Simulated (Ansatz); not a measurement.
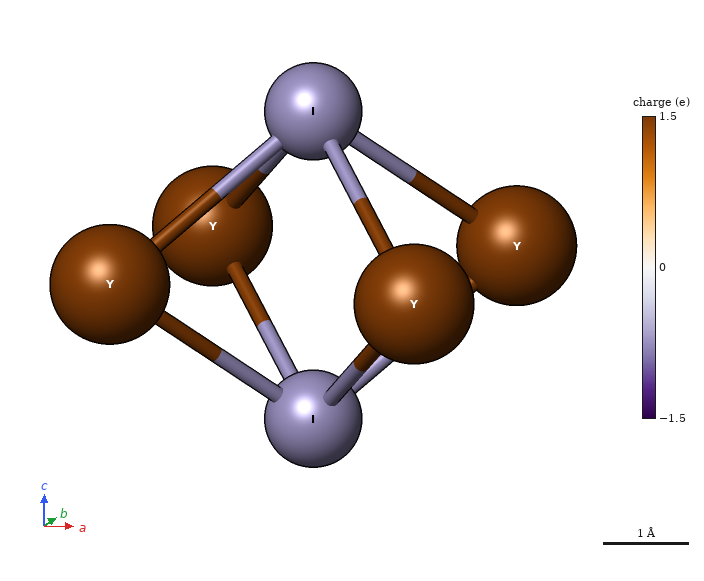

View from the side at a slight tilt, drawn as a ball-and-stick model. The cell isn't outlined and the vacuum is left out. The atoms of this YI$_{2}$ cell are coloured by their Bader charge.

Setup: Ansatz, DFT PBE, scalar-relativistic, plane waves, PAW; a basis cut at 420 eV, k-points on a 12×12×1 grid, Gaussian smearing of 0.1 eV, no spin polarisation.

Question: Interpret the colouring.

Answer: Most positive: Y; most negative: I. Charges: about Y +1.5 e; I -0.7 e.

Starting structure: a structure type filled with these elements by a generator (whether the compound takes this form wasn't checked). Earlier steps of the study may have refined or changed the cell and positions. Ansatz was used for an electronic-structure calculation on it.
